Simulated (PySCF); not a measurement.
# C5H5BF2Si: the cost of one run

The runs use PySCF 2.14.0, with density-fitted response routines of our own; the level of theory stands in each step. All values are computed, except where a source is named. Atoms are numbered from 0 throughout.

## 1. Starting geometry

14 atoms, charge 0, multiplicity 1; geometry from: GFN2-xTB.

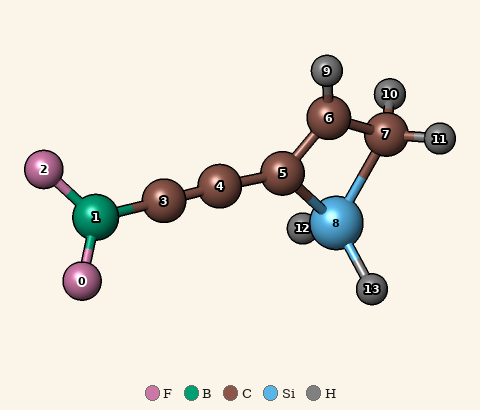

The starting geometry (fluorine pink, boron teal, carbon brown, silicon blue, hydrogen grey), atoms numbered; sticks join atoms by distance.

## 2. Ultraviolet spectrum: CAM-B3LYP/def2-SVPD

What the job is given:

```
{"job": {"kind": "uv", "xc": "CAM-B3LYP", "basis": "def2-SVPD", "nstates": 8, "ntriplets": 3}, "charge": 0, "multiplicity": 1}
F      4.530510     0.023249    -1.061278
B      3.786964    -0.488382    -0.092784
F      4.470275    -1.185661     0.800588
C      2.301510    -0.291705    -0.016388
C      1.101035    -0.119469     0.073217
C     -0.274335     0.052132     0.092631
C     -1.098881     0.394880     1.101023
C     -2.477212     0.416802     0.506632
Si    -1.688528    -0.070763    -1.186906
H     -0.848530     0.626921     2.125069
H     -3.151050    -0.300283     0.975464
H     -2.954308     1.394307     0.576978
H     -1.990967    -1.407148    -1.690771
H     -1.707161     0.954647    -2.225642
```

With the program's defaults for keys left out, this is: TDDFT CAM-B3LYP/def2-SVPD, vertical, gas phase, core orbitals frozen in the response.

The run is started by

```
$ OMP_NUM_THREADS=1 python probes_run.py task.json out
```

One launch serves the whole session: the jobs run in the order shown.

**Question.** How long does this job take on 1 thread of Arm Neoverse N1, shared host, and how much memory does it need?

About 1.9 min, with a peak of 1.1 GiB.
